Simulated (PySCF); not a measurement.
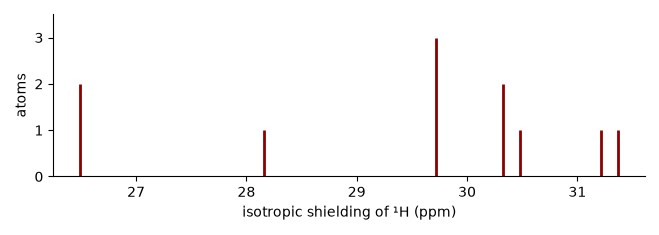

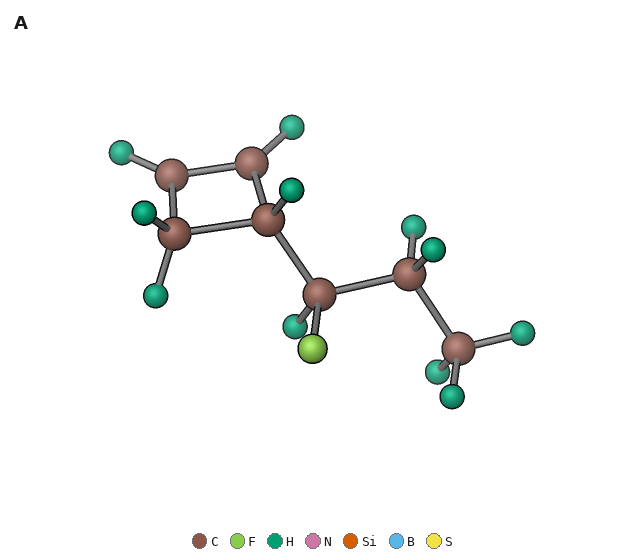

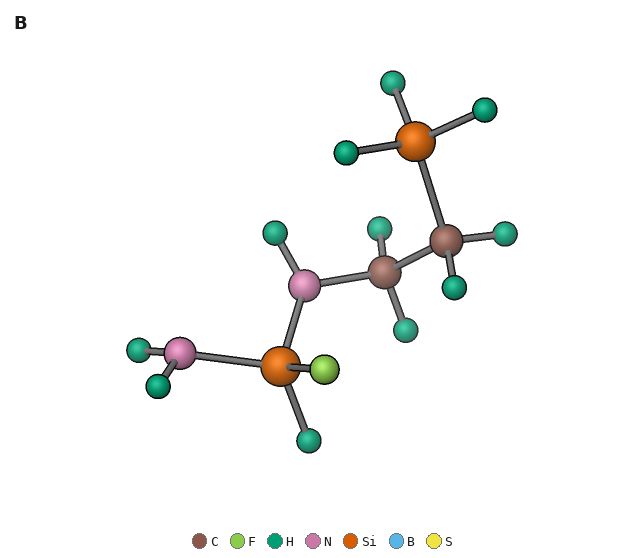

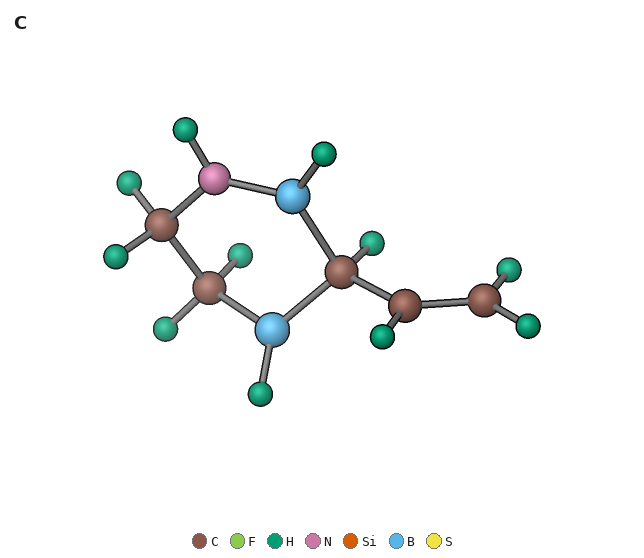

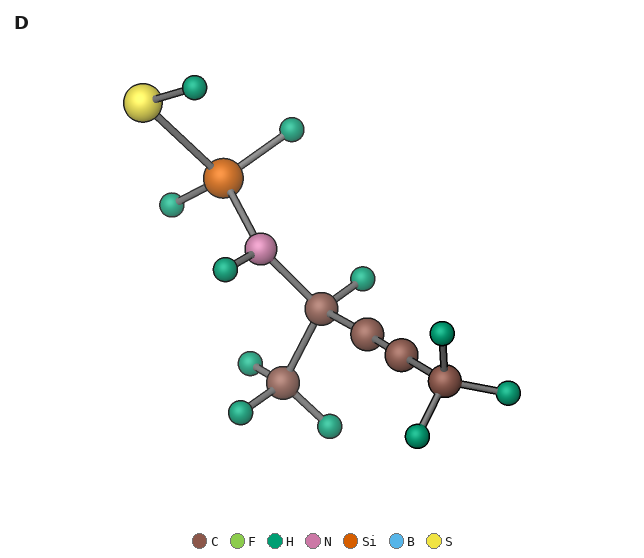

The sticks are computed shieldings of one of the molecules, for one fixed geometry (GFN2-xTB) without averaging over rotations. Low shielding means a high chemical shift. Method: GIAO PBE0/pcSseg-1 NMR shielding, non-relativistic, gas phase (PySCF 2.14.0).

Match the spectrum to a structure.

Answer. D, `CC#C[C@@H](C)N[SiH2]S`. Its 11 H atoms give lines at 26.49 (2 atoms), 28.16, 29.72 (3 atoms), 30.33 (2 atoms), 30.48, 31.21, 31.37 ppm.

The geometry is semi-empirical. Around B, Si such bond lengths and angles can be off by a tenth of an ångström or more and by several degrees, and values that hang on the shape move with them.
